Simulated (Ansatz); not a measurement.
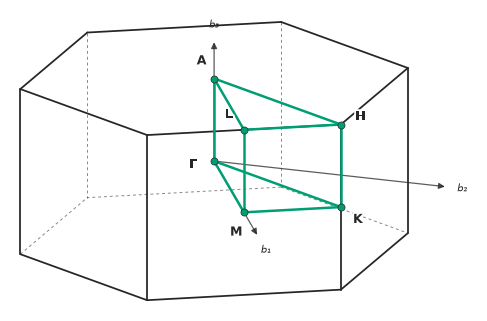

Crystal: K2Au, the end point of a relaxation with DFT PBE, scalar-relativistic, plane waves, PAW (Ansatz); the starting structure was generated, so it need not be a known form of this composition. The first Brillouin zone and its special points. The drawing is computed from the coordinates (standard cell, symmetry found to 0.002 Å).

Space group P-3m1 (No. 164); a = 4.733 Å, b = 4.733 Å, c = 8.058 Å, α = 90.00°, β = 90.00°, γ = 120.00°.

Labels and path follow the convention of Hinuma et al. (2017), as computed by seekpath; the arrows show the directions of the reciprocal primitive vectors b₁, b₂, b₃, in which coordinates are given; lengths include the factor 2π.

List the special points with their coordinates and distances from Γ.

```csv
point,k₁,k₂,k₃,length of k (1/Å)
Γ,0,0,0,0.000
A,0,0,1/2,0.390
K,1/3,1/3,0,0.885
H,1/3,1/3,1/2,0.967
M,1/2,0,0,0.766
L,1/2,0,1/2,0.860
```

What is the zone's volume?

(2π)³ over the primitive cell's volume of 156.33 Å³: 1.59 Å⁻³.
